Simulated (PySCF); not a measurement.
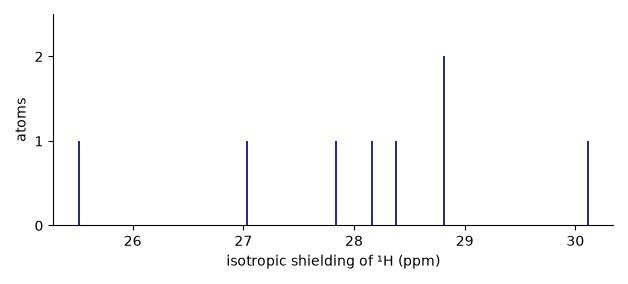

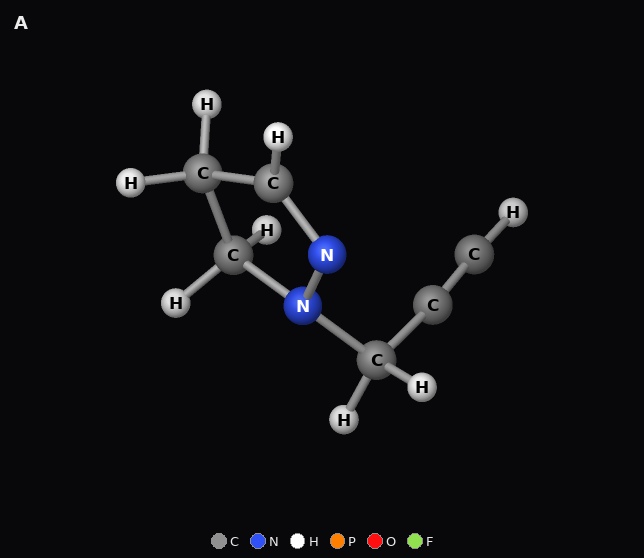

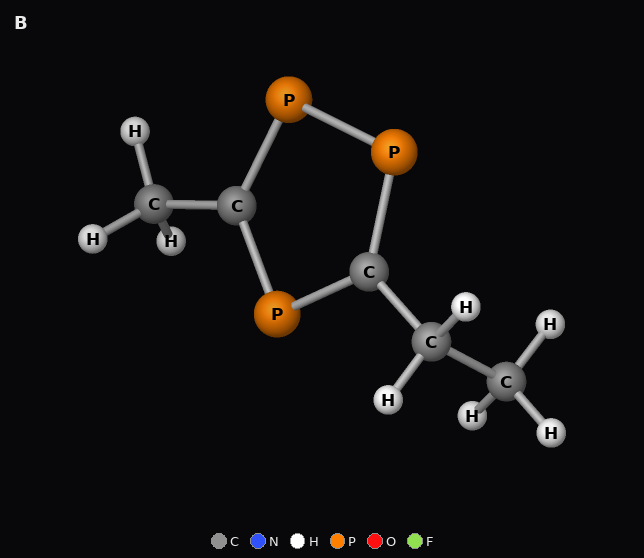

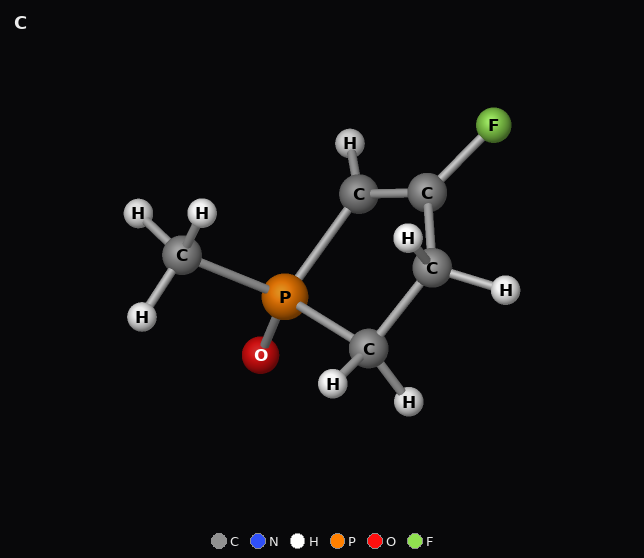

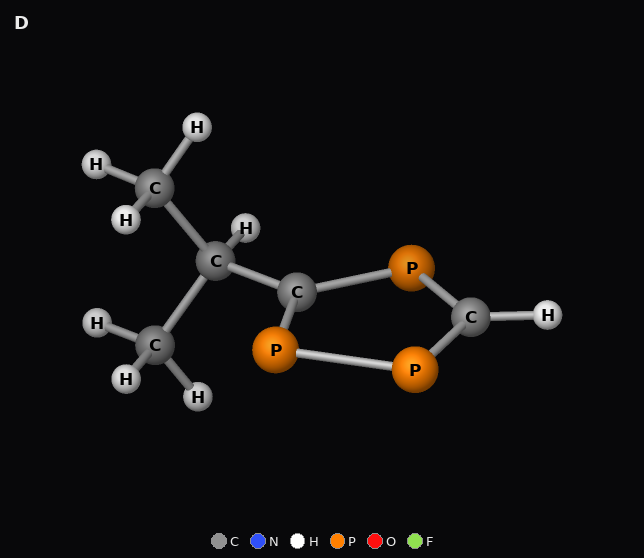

The sticks are computed shieldings of one of the molecules, for one fixed geometry (GFN2-xTB) without averaging over rotations. Low shielding means a high chemical shift. Method: GIAO PBE0/pcSseg-1 NMR shielding, non-relativistic, gas phase (PySCF 2.14.0).

Question: Which molecule gives this pattern?

Answer: A, `C#CCN1CCC=N1`. Its 8 H atoms give lines at 25.51, 27.03, 27.83, 28.16, 28.38, 28.82 (2 atoms), 30.11 ppm.

The geometry is semi-empirical. Around P such bond lengths and angles can be off by a tenth of an ångström or more and by several degrees, and values that hang on the shape move with them.
